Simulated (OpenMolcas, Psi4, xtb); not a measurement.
# How methods differ on InSiNH6 (SMILES N[SiH2][InH2])

The species is InSiNH6 (9 atoms), meant as a singlet with charge 0. As SMILES, `N[SiH2][InH2]`. Geometry: relaxed at PBE0-D4/def2-TZVP. This is one conformer, not always the lowest.

```xyz
9

N    -0.8915    0.5914   -1.3364
Si    0.3738    0.7440   -0.1687
In    0.2672   -1.2554    1.4461
H    -1.0956   -0.3142   -1.7266
H    -1.0357    1.3160   -2.0225
H     0.1700    2.0365    0.5452
H     1.7589    0.8321   -0.7407
H    -0.5512   -2.7168    0.9919
H     1.0041   -1.2337    3.0116
```

Each level gives the dipole moment (D). The values are calculated.

| level | kind | program | value (D) | CPU time |
| --- | --- | --- | --- | --- |
| GFN0-xTB | semi-empirical | xtb | 4.23 | under 2 s |
| HF/def2-SVP (core potential) | Hartree–Fock | OpenMolcas | 1.41 | 18 s |
| SVWN5/def2-SVP (core potential) | LDA | OpenMolcas | 1.56 | 52 s |
| revPBE/def2-SVP (core potential) | GGA | OpenMolcas | 1.52 | 55 s |
| M06-L/def2-SVP (core potential) | meta-GGA | OpenMolcas | 1.39 | 74 s |
| r2SCAN/def2-SVP (core potential) | meta-GGA | OpenMolcas | 1.51 | 81 s |
| M06-2X/def2-SVP (core potential) | hybrid meta-GGA | OpenMolcas | 1.41 | 70 s |
| wB97X-D/def2-SVP (density fitting, core potential) | range-separated hybrid | Psi4 | 1.45 | 17 s |

The values span 1.39 to 4.23 D. Magnitudes only. CPU times are rough (shared hosts, several kinds of processor): they show what a rung costs within a factor of a few.

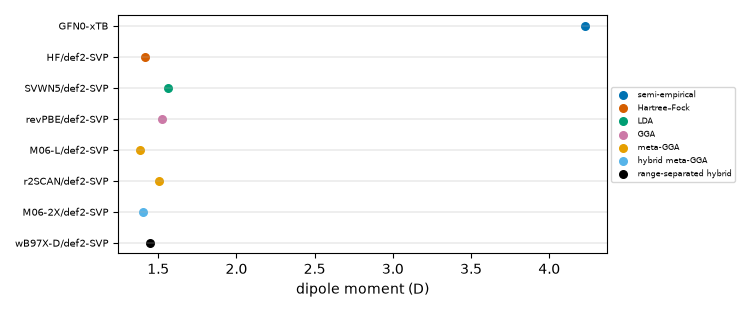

The values of the table, level by level.
